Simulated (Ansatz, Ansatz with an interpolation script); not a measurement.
# From a coarse GW mesh to bands everywhere: K2TeCl6 (Fm-3m), part 2 of 3

G0W0 gives levels on a mesh alone; what do the bands of K2TeCl6 (Fm-3m) look like between the points?

Ansatz 0.2.0; LDA, Wannier functions and G0W0, plane waves, PAW. Known limits of the many-body steps: not at the basis limit; no spin-orbit coupling; coarse k mesh.

So far. Step 2 (LDA bands): The gap is indirect, with the least direct gap 0.27 eV higher. Step 3 (Wannier functions (Cl:3p Te:5p) on 4×4×4): Near the gap the model misses directly solved bands by 1.1 meV r.m.s. and by 9 meV at most in the window tested. This tests the starting bands, not the corrections carried with them.

The database entry behind the starting cell is an old determination (1935), so it need not match the best structure at ambient conditions.

### 4. G0W0 at every point of the mesh: 2×2×2 mesh, 1087 empty bands, screening to 150 eV, PAW set soft_1 files

Now the one-shot GW correction: screening in the RPA, then the self-energy of the levels asked for.

This step: G0W0 on LDA, plane waves, PAW; PAW set soft_1.

input.yaml

```yaml
crystal:
  lattice:
    - [0.0, 5.0699704141, 5.0699704141]
    - [5.0699704141, 0.0, 5.0699704141]
    - [5.0699704141, 5.0699704141, 0.0]
  atoms:
    - { symbol: K, position: [0.25, 0.25, 0.25] }
    - { symbol: K, position: [0.75, 0.75, 0.75] }
    - { symbol: Te, position: [0.0, 0.0, 0.0] }
    - { symbol: Cl, position: [0.25, 0.25, 0.75] }
    - { symbol: Cl, position: [0.75, 0.75, 0.25] }
    - { symbol: Cl, position: [0.25, 0.75, 0.25] }
    - { symbol: Cl, position: [0.25, 0.75, 0.75] }
    - { symbol: Cl, position: [0.75, 0.25, 0.75] }
    - { symbol: Cl, position: [0.75, 0.25, 0.25] }
kpoints:
  mp_grid: { grid: [2, 2, 2] }
hamiltonian:
  xc: lda
  pseudopotentials: { kind: paw, azcp: { folder: soft_1 }, xc_functional: pbe }
scf:
  occupations: { method: fixed }
gw:
  n_empty_bands: 1087
  ecut_chi: 150.0
  qp_bands: [v15, c4]
  screening: { model: contour_deformation }
```

Run with:

```sh
$ ansatz run input.yaml --threads 2 --pin off --max-ram 92160MiB --backend cuda --events-out ev --progress --plain --runs-dir out --devices 1 --max-vram 13GiB
```

Numbers of over 12 decimals in the logs are rounded to 6 here.

The program printed:

```text
GPUs: using 1 of 1 available (devices: 1).
[...]
GPU FFT provider: cuFFT
GPU libraries: cuBLAS 13.8.2, cuFFT 12.4.0, cuSOLVER 12.3.4
Crystal: 9 atoms, lattice volume = 260.643 Å³
Basis set: ecut = 420 eV, 5029 PW (Γ)
Bands: 47, of which v1, the nominal top of the filled ones, is band 38 counted from 1 (37 counted from 0)
Symmetry: 48 space group operations
[...]
k-points: 3 of 8
[...]
GPU buffer pool allocated for 110592 grid points (all kernels)
[...]
SCF iter   1: F=—  HF=-16098.384011 eV  |F-HF|=—  |Δ(HF+E_count)|=         —  Δρ=3.81e-2  dr2=6.62e0  ethr=3.10e-3  ⟨swp⟩=5.3  Hψ=634  notcnv=0  defer=18
[...]
SCF iter   9: F=-16095.093780 eV  HF=-16095.093780 eV  |F-HF|=4.27e-10  |Δ(HF+E_count)|=   5.00e-8  Δρ=1.53e-6  dr2=6.47e-9  ethr=1.32e-10  ⟨swp⟩=26.0  Hψ=936  notcnv=0
SCF 1 converged in 9 iterations: F = -16095.093780 eV  dr2 = 6.47e-9
[...]
G₀W₀ screening: q 1/3
[... further progress lines ...]
[...]
SCF converged after 9 iterations
Free energy (F): -16095.093780 eV
[...]
Internal energy: -16095.093780 eV  (E = F + TS)
E sigma→0 (E₀):  -16095.093780 eV
Fermi energy:    2.558541 eV
[...]
--- Band table (eV) ---
  k-point 0: bands = [... 34 lower, 1.3377, 1.7260, 1.7260, 1.7260, 5.3766, 5.3766, 5.3766, 6.6353, ... 5 higher]
  k-point 1: bands = [... 34 lower, 1.3792, 1.3792, 1.4051, 2.2919, 4.9251, 6.1027, 6.1027, 8.1774, ... 5 higher]
  k-point 2: bands = [... 34 lower, 1.0551, 1.0551, 1.7081, 2.5585, 5.7669, 5.7669, 6.0276, 8.6212, ... 5 higher]
--- G₀W₀: contour deformation, 6 samples at zero and on the imaginary axis and 2 off it, 8 q-points, 1087 empty bands' worth ---
  eigenvalues of the whole cell's RPA ε∞ on this k-mesh (on a slab, of 1 + 4πα/V) = 3.6204, 3.6204, 3.6204; static W/v taken at q = 0 is 0.276213
  bands read: the sum over 1125 bands ends inside a degenerate multiplet in 1 slot, whose members it reads at an even weight; the widest, k=0: bands 1124 to 1126 (counted from 1) at 2/3 each
    ik  band        ε_KS         Σx   Σc(E_QP)       V_xc       Z   E_QP_lin       E_QP  E_QP is
     0    24     -0.3293   -19.4320     3.5487   -14.6720  0.7015    -1.6039    -1.5406  root
     0    25     -0.3293   -19.4320     3.5487   -14.6720  0.7015    -1.6039    -1.5406  root
     0    26     -0.3293   -19.4320     3.5487   -14.6720  0.7015    -1.6039    -1.5406  root
     0    27      0.7809   -20.7335     2.4868   -17.2505  0.7340    -0.2413    -0.2153  root
     0    28      0.7809   -20.7335     2.4868   -17.2505  0.7340    -0.2413    -0.2153  root
     0    29      1.0131   -20.7004     3.1806   -16.2732  0.7307    -0.2832    -0.2336  root
     0    30      1.0131   -20.7004     3.1806   -16.2732  0.7307    -0.2832    -0.2336  root
     0    31      1.0131   -20.7004     3.1806   -16.2732  0.7307    -0.2832    -0.2336  root
     0    32      1.1322   -20.7699     2.9980   -16.6002  0.7328    -0.0809    -0.0394  root
     0    33      1.1322   -20.7699     2.9980   -16.6002  0.7328    -0.0809    -0.0394  root
     0    34      1.1322   -20.7699     2.9980   -16.6002  0.7328    -0.0809    -0.0394  root
     0    35      1.3377   -18.4653     1.4145   -16.2164  0.7577     0.4904     0.5033  root
     0    36      1.7260   -21.3585     2.9633   -17.1601  0.7410     0.4522     0.4910  root
     0    37      1.7260   -21.3585     2.9633   -17.1601  0.7410     0.4522     0.4910  root
[...]
2    38      2.5585   -19.9539     1.1776   -18.0002  0.7597     1.7737     1.7825  root
     2    39      5.7669   -12.0903    -3.5837   -16.6700  0.7781     6.7781     6.7628  root
     2    40      5.7669   -12.0903    -3.5837   -16.6700  0.7781     6.7781     6.7628  root
     2    41      6.0276   -12.3439    -3.6588   -17.0249  0.7751     7.0667     7.0497  root
     2    42      8.6212    -5.6224    -3.8705   -10.4798  0.8085     9.6253     9.6080  root
```

It took 23 s on 1 × NVIDIA H100 80GB HBM3 (shared by 6 runs) with 2 threads of AMD EPYC 7R13 (Zen 3), shared host; peak memory 2.1 GiB; 30 s of CPU time.

This step gave:

* bands summed: 1125
* RPA ε∞ on this mesh (eigenvalues): 3.620, 3.620, 3.620
* plane waves in the screening matrix: 1067
* q-points in the mesh: 8
* G0W0 gap on the mesh: 4.062 eV
* k of the valence top: 0, -0.5, -0.5
* k of the conduction bottom: 0, 0, -0.5
* starting gap on the mesh: 2.367 eV
* Z at the valence top: 0.7597
* Z at the conduction bottom: 0.7894
* least direct G0W0 gap on the computed points: 4.350 eV

The gap on the mesh goes from 2.37 eV to 4.06 eV, a correction of +1.70 eV. Between the two edge states, bare exchange in place of the xc potential would open the gap by 6.31 eV, and correlation takes back 4.61 eV.

### 5. Interpolating the corrections

A script adds the corrections, carried to the Wannier functions and back, to the LDA levels, along the path and on a 9×9×9 mesh.

- G0W0 gap over the zone: 4.06 eV
- valence top at: W
- conduction bottom at: L
- starting gap over the zone: 2.361 eV
- least direct G0W0 gap: 4.350 eV
- G0W0 gap on the mesh: 4.062 eV
- valence width, start: 3.060 eV
- valence width, G0W0: 3.467 eV
- gap by a rigid shift: 4.056 eV

Levels solved directly plus the interpolated quasiparticle correction. Limits: finite bands, cutoff and mesh; no spin-orbit coupling; coarse k mesh. The quasiparticle bands at the labelled points (eV, zero at the valence-band top of each set):

```
    point  band 35  band 36  band 37  band 38  band 39  band 40  band 41
        Γ    -1.29    -1.29    -1.29    -1.28     4.56     4.56     4.56
        X    -1.92    -1.92    -1.31     0.00     4.98     4.98     5.27
        U    -1.86    -1.84    -1.44    -0.02     4.77     5.18     5.21
jump to K    -1.86    -1.84    -1.44    -0.02     4.77     5.18     5.21
        Γ    -1.29    -1.29    -1.29    -1.28     4.56     4.56     4.56
        L    -1.63    -1.61    -1.61    -0.29     4.06     5.35     5.35
        W    -1.92    -1.62    -1.62     0.00     4.95     5.12     5.12
        X    -1.92    -1.92    -1.31     0.00     4.98     4.98     5.27
```

The same for LDA:

```
point  band 35  band 36  band 37  band 38  band 39  band 40  band 41
    Γ    -1.23    -0.84    -0.84    -0.84     2.81     2.81     2.81
    X    -1.51    -1.51    -0.86    -0.01     3.20     3.20     3.46
    U    -1.43    -1.40    -0.99    -0.02     3.01     3.40     3.41
    K    -1.43    -1.40    -0.99    -0.02     3.01     3.40     3.41
    Γ    -1.23    -0.84    -0.84    -0.84     2.81     2.81     2.81
    L    -1.18    -1.18    -1.16    -0.27     2.36     3.54     3.54
    W    -1.58    -1.16    -1.16     0.00     3.16     3.35     3.35
    X    -1.51    -1.51    -0.86    -0.01     3.20     3.20     3.46
```

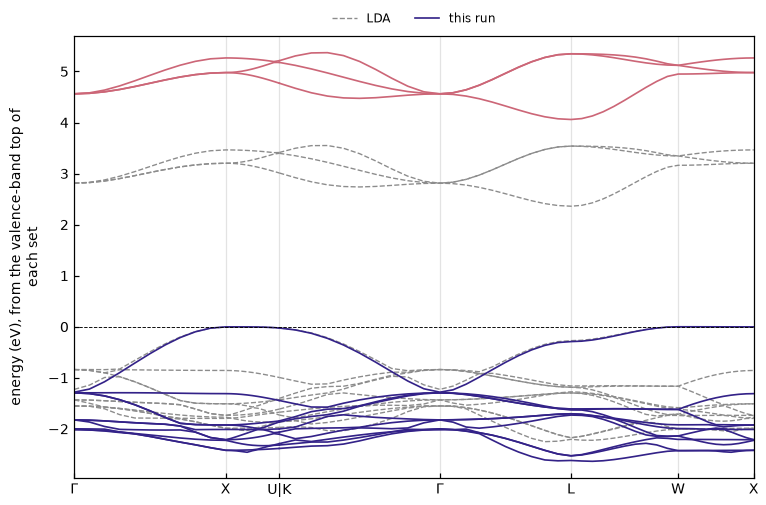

Quasiparticle bands along the path; lines of filled and empty bands in two colours; dashed: LDA.

Minima of the lowest conduction band, from levels solved directly at the displaced points, plus the interpolated correction; masses are left empty at degenerate points, on flat bands and where the interpolated correction rules the curvature; G0W0 masses are rough. Conduction valleys, by row:

```
point  k (reciprocal lattice)  valleys in the zone  G0W0 level above the valence top (eV)  LDA level above the valence top (eV)  G0W0 principal masses (m_e)  LDA principal masses (m_e)
    L    -0.500 -0.500 -0.500                    4                                   4.06                                 2.361            0.407 0.407 0.794           0.426 0.426 0.823
```

Second differences of levels solved directly at the displaced points, plus the interpolated correction, at the quasiparticle band edges; no spin-orbit coupling; left empty where the band is flat or the interpolated correction rules the curvature. Effective masses, by row:

```
 carrier  point  Cartesian direction  band  LDA mass (m_e)  G0W0 mass (m_e)
    hole      W                  010    38           1.195            1.119
    hole      W                  001    38           1.195            1.119
    hole      W                  110    38           2.292            2.195
    hole      W                  111    38           1.754            1.662
electron      L                  100    39           0.505            0.484
electron      L                  010    39           0.505            0.484
electron      L                  001    39           0.505            0.484
electron      L                  110    39           0.625              0.6
electron      L                  111    39           0.822            0.792
```

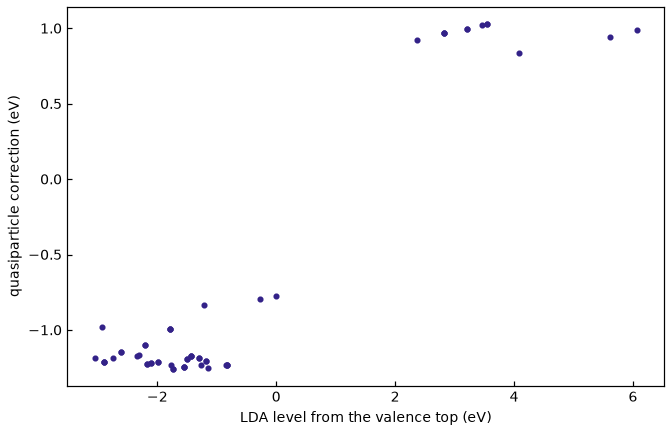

The correction of every computed level, on the run's own energy scale, against its starting energy.

### 6. LDA+SOC bands, for comparison

The many-body steps leave out spin-orbit coupling, so its effect is taken from a two-component run, with twice the bands.

This step: DFT, LDA with spin-orbit coupling, plane waves, PAW; PAW set soft_1.

Changes to input.yaml since step 4:

```diff
@@ -17,11 +17,19 @@
   mp_grid: { grid: [2, 2, 2] }
+  band_path:
+    path:
+      - [[0.0, 0.0, 0.0], [0.5, 0.0, 0.5], [0.625, 0.25, 0.625]]
+      - [[0.375, 0.375, 0.75], [0.0, 0.0, 0.0], [0.5, 0.5, 0.5], [0.5, 0.25, 0.75], [0.5, 0.0, 0.5]]
+    npoints: 10
 hamiltonian:
   xc: lda
-  pseudopotentials: { kind: paw, azcp: { folder: soft_1 }, xc_functional: pbe }
+  pseudopotentials: { kind: paw_fr, azcp: { folder: soft_1 }, xc_functional: pbe }
 scf:
-  occupations: { method: fixed }
-gw:
-  n_empty_bands: 1087
-  ecut_chi: 150.0
-  qp_bands: [v15, c4]
-  screening: { model: contour_deformation }
+  occupations: { method: fermi_dirac, width: 0.02 }
+  n_extra_bands: 14
+magnetization:
+  noncollinear: true
+  spin_orbit: true
+output:
+  eigenvalues: true
+  forces: true
+  stress: true
```

The program printed:

```text
[...]
GPUs: using 1 of 1 available (devices: 1).
[...]
non-collinear run that drives no moment, with spin-orbit: no starting moment large enough to seed its density (crystal.atoms[].spin), no starting occupations that ask for one, no magnetisation constraint and no magnetic field, so the semilocal B_xc is pinned to zero
[...]
GPU FFT provider: cuFFT
GPU libraries: cuBLAS 13.8.2, cuFFT 12.4.0, cuSOLVER 12.3.4
Crystal: 9 atoms, lattice volume = 260.643 Å³
Basis set: ecut = 420 eV, 5029 PW (Γ)
Bands: 90, of which v1, the nominal top of the filled ones, is band 76 counted from 1 (75 counted from 0)
Symmetry: 48 space group operations + 48 with time reversal
[...]
k-points: 3 of 8
Projection manifold: j_resolved (fully-relativistic pseudo-atomic orbitals)
[...]
GPU buffer pool allocated for 110592 grid points (all kernels)
[...]
SCF iter   1: F=—  HF=-16101.031580 eV  |F-HF|=—  |Δ(HF+E_count)|=         —  Δρ=3.82e-2  dr2=6.64e0  dr2_m=0.00e0 (ungated)  ethr=3.10e-3  |M|=0.00e0 ∫|m|=0.00e0 μB  |m|>n=0.0e0 m-floor=0.0e0 τ_xc=0.0e0  β_m=0.30  ⟨swp⟩=12.7  Hψ=839  notcnv=0  defer=4
[...]
spin=Noncollinear: Resta preconditioning applied to the charge; magnetization (m_x, m_y, m_z) channels mix plain (no charge-response kernel on spin).
[...]
site 2: m = (+0.0000, +0.0000, +0.0000) μB, |m| = 0.0000 μB  (R = 1.05 Å)
  site 3: m = (+0.0000, +0.0000, +0.0000) μB, |m| = 0.0000 μB  (R = 1.05 Å)
  site 4: m = (+0.0000, +0.0000, +0.0000) μB, |m| = 0.0000 μB  (R = 1.05 Å)
  site 5: m = (+0.0000, +0.0000, +0.0000) μB, |m| = 0.0000 μB  (R = 1.05 Å)
  site 6: m = (+0.0000, +0.0000, +0.0000) μB, |m| = 0.0000 μB  (R = 1.05 Å)
  site 7: m = (+0.0000, +0.0000, +0.0000) μB, |m| = 0.0000 μB  (R = 1.05 Å)
  site 8: m = (+0.0000, +0.0000, +0.0000) μB, |m| = 0.0000 μB  (R = 1.05 Å)
Free energy (F): -16097.740402 eV
[...]
Internal energy: -16097.740402 eV  (E = F + TS)
E sigma→0 (E₀):  -16097.740402 eV
Fermi energy:    3.696738 eV
[...]
--- Forces (eV/Å), atoms counted from 1 ---
  atom   1  K      0.00000000    -0.00000000     0.00000000
  atom   2  K     -0.00000000    -0.00000000    -0.00000000
  atom   3  Te    -0.00000000    -0.00000000     0.00000000
  atom   4  Cl    -0.00000000    -0.00000000    -0.04956671
  atom   5  Cl     0.00000000     0.00000000     0.04956671
  atom   6  Cl     0.00000000    -0.04956671     0.00000000
  atom   7  Cl     0.04956671     0.00000000     0.00000000
  atom   8  Cl    -0.00000000     0.04956671     0.00000000
  atom   9  Cl    -0.04956671    -0.00000000     0.00000000
  max |Σ_I F_I| component: 9.02e-17 eV/Å
--- Stress (GPa, compression-positive) ---
       -1.485704       0.000000       0.000000
        0.000000      -1.485704       0.000000
        0.000000      -0.000000      -1.485704
  P = ⅓ Tr σ = -1.4857 GPa (-14.857 kbar)
--- Band table (eV) ---
  k-point 0: bands = [... 72 lower, 1.7486, 1.7486, 1.7486, 1.7486, 4.9593, 4.9593, 5.5781, 5.5781, ... 10 higher]
  k-point 1: bands = [... 72 lower, 1.4106, 1.4106, 2.3002, 2.3002, 4.8334, 4.8334, 5.9657, 5.9657, ... 10 higher]
  k-point 2: bands = [... 72 lower, 1.7069, 1.7069, 2.5659, 2.5659, 5.3857, 5.3857, 5.9877, 5.9877, ... 10 higher]
[key lines of the parts left out:]
SCF converged after 9 iterations
Magnetization: |M| = 0.0000 μB,  M = (+0.0000, +0.0000, +0.0000) μB
```

The job ended after 15 s (1 × NVIDIA H100 80GB HBM3 (shared by 6 runs) with 2 threads; peak memory 2 GiB; 14 s of CPU time).

Numbers from this step:

```yaml
pressure: -1.486 GPa
filled_bands: 76
gap: 2.263 eV
valence_top_at: W
conduction_bottom_at: L
least_direct_gap: 2.533 eV
```

The gap stands −0.10 eV against LDA.

Electronic bands along the path, in eV, zero at the top of the highest nominally filled band:

```
    point  band 73  band 74  band 75  band 76  band 77  band 78  band 79  band 80
        Γ    -0.82    -0.82    -0.82    -0.82     2.39     2.39     3.01     3.01
        X    -0.86    -0.86     0.00     0.00     2.81     2.81     3.42     3.42
        U    -1.00    -1.00    -0.02    -0.02     2.76     2.76     3.41     3.41
jump to K    -1.00    -1.00    -0.02    -0.02     2.76     2.76     3.41     3.41
        Γ    -0.82    -0.82    -0.82    -0.82     2.39     2.39     3.01     3.01
        L    -1.16    -1.16    -0.27    -0.27     2.26     2.26     3.40     3.40
        W    -1.17    -1.17     0.00     0.00     2.82     2.82     3.44     3.44
        X    -0.86    -0.86     0.00     0.00     2.81     2.81     3.42     3.42
```

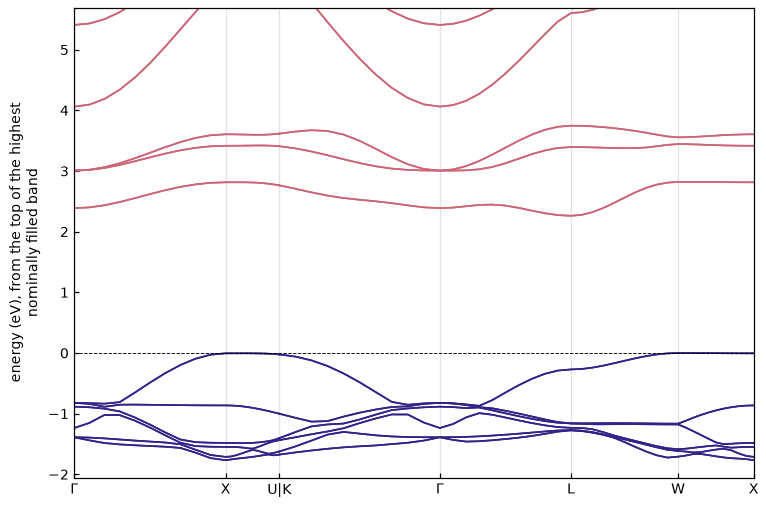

Electronic bands along the path; lines of filled and empty bands in two colours.

(Part 2 of 3 ends here.)

[Paths, hosts, dates, memory and timing lines, banners, echoed tables and standing remarks are left out of the program output.]

[Logs are printed without paths, hosts, clocks, repeated set-up lines and the standing remarks that a program may print on its own settings, such as how far it seeks lower states.]

[Runs of the session that timed out or met a known fault of the program may be left out.]

[Hosts, paths, dates, database ids (printed as entryN), source tags and the programs' standing remarks are cut or masked in the printed files.]
